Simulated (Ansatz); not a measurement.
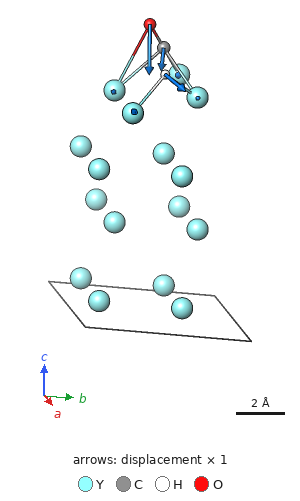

A constrained relaxation of a slab of composition Y16HCO. The starting structure is drawn; blue arrows show the displacements, at their true length.

Style: ball-and-stick. Shown: the cell of the calculation, outlined in the plane, without the vacuum (origin shifted), slightly off an axis.

It is HCO on Y(0001), set down by a guess. The run prepares an end point of a later path (dissociation) calculation, from a guessed geometry. 4 atoms are held fixed.

Computed with Ansatz, DFT PBE, scalar-relativistic, plane waves, PAW. (plane-wave cutoff 420 eV; k-point mesh 3 × 3 × 1; occupations gaussian; smearing width 0.05 eV; no spin polarisation; atoms relaxed in a fixed cell; force threshold 0.03 eV/Å; at most 60 steps)

### What happened in the run?

The largest move is that of the O atom, 2.22 Å at 30° to the normal (−c side). By element the largest moves are O 2.22 Å, H 1.37 Å, C 1.02 Å, Y 0.36 Å. The cell stays as it was. Some distances before and after: O–Y 4.614 → 2.351 Å, O–Y 3.665 → 2.303 Å, H–Y 3.433 → 2.202 Å, O–Y 3.240 → 2.285 Å. New bonds form, among them: H–Y (3.43 → 2.20 Å), O–Y (3.66 → 2.30 Å), O–Y (4.61 → 2.35 Å). Among the angles between lasting bonds that change: Y–C–O 123.3° → 72.6°, C–Y–H 67.9° → 105.6°, Y–C–Y 84.0° → 116.2°. After 18 accepted moves (21 points after the start) the energy has fallen by 3.028 eV per cell of the calculation. Largest force component: 6.4 eV/Å at the start, 0.021 eV/Å at the end. The line search rejected the trial steps at points 16, 18 of the run. 1 step only repeated the SCF at the same geometry.

Limits of the set-up: the cell has an odd number of electrons but was run without spin polarisation; the periodic images lie only 7.3 Å apart, so the values are limited by the cell's size.
